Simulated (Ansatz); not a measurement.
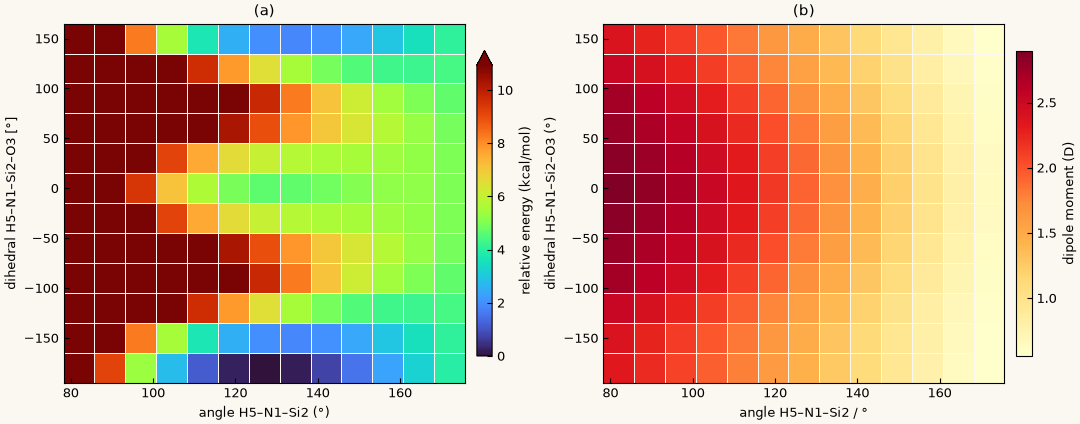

H5NOSi2, SMILES N=[SiH]O[SiH3]. The first coordinate is: angle H5–N1–Si2; the second: dihedral H5–N1–Si2–O3. Nothing is relaxed (all other coordinates rigid). Grid: 13 × 12 points. Points are written as (first, second). All energies are given in kcal/mol relative to the lowest grid point. The dihedral twists a double bond; near 90° a spin-restricted reference is unreliable. The calculation used Ansatz, RKS SPW92 (LDA)/def2-TZVP.

Panel (a) is the energy; panel (b) is the computed dipole moment, in D.

Drawn: one coloured cell a grid point, one colour for all values above the top of the scale.

**How does the dipole moment vary over the map, and what is it at the lowest grid point?**

Leaving out the highest fifth of the energies, it runs from 0.56 D at (172.0°, −180°) to 2.80 D at (89.5°, 0°). At the lowest grid point, (127.0°, −180°), it is 1.45 D.

| dihedral H5–N1–Si2–O3 ↓, angle H5–N1–Si2 → | 82.0 | 89.5 | 97.0 | 104.5 | 112.0 | 119.5 | 127.0 | 134.5 | 142.0 | 149.5 | 157.0 | 164.5 | 172.0 |
| --- | --- | --- | --- | --- | --- | --- | --- | --- | --- | --- | --- | --- | --- |
| 150 | 2.38 | 2.26 | 2.13 | 1.98 | 1.82 | 1.65 | 1.48 | 1.30 | 1.13 | 0.96 | 0.80 | 0.66 | 0.56 |
| 120 | 2.53 | 2.41 | 2.27 | 2.11 | 1.94 | 1.76 | 1.58 | 1.39 | 1.20 | 1.01 | 0.84 | 0.68 | 0.58 |
| 90 | 2.72 | 2.60 | 2.46 | 2.30 | 2.11 | 1.91 | 1.71 | 1.50 | 1.29 | 1.08 | 0.89 | 0.72 | 0.60 |
| 60 | 2.77 | 2.68 | 2.55 | 2.40 | 2.22 | 2.03 | 1.82 | 1.60 | 1.37 | 1.15 | 0.94 | 0.76 | 0.62 |
| 30 | 2.85 | 2.76 | 2.63 | 2.48 | 2.31 | 2.11 | 1.89 | 1.67 | 1.43 | 1.20 | 0.98 | 0.79 | 0.63 |
| 0 | 2.90 | 2.80 | 2.68 | 2.53 | 2.35 | 2.14 | 1.92 | 1.69 | 1.46 | 1.22 | 1.00 | 0.80 | 0.64 |
| −30 | 2.85 | 2.76 | 2.63 | 2.48 | 2.31 | 2.11 | 1.89 | 1.67 | 1.43 | 1.20 | 0.98 | 0.79 | 0.63 |
| −60 | 2.77 | 2.68 | 2.55 | 2.40 | 2.22 | 2.03 | 1.82 | 1.60 | 1.37 | 1.15 | 0.94 | 0.76 | 0.62 |
| −90 | 2.72 | 2.60 | 2.46 | 2.30 | 2.11 | 1.91 | 1.71 | 1.50 | 1.29 | 1.08 | 0.89 | 0.72 | 0.60 |
| −120 | 2.53 | 2.41 | 2.27 | 2.11 | 1.94 | 1.76 | 1.58 | 1.39 | 1.20 | 1.01 | 0.84 | 0.68 | 0.58 |
| −150 | 2.38 | 2.26 | 2.13 | 1.98 | 1.82 | 1.65 | 1.48 | 1.30 | 1.13 | 0.96 | 0.80 | 0.66 | 0.56 |
| −180 | 2.33 | 2.22 | 2.09 | 1.94 | 1.78 | 1.62 | 1.45 | 1.28 | 1.11 | 0.94 | 0.78 | 0.65 | 0.56 |
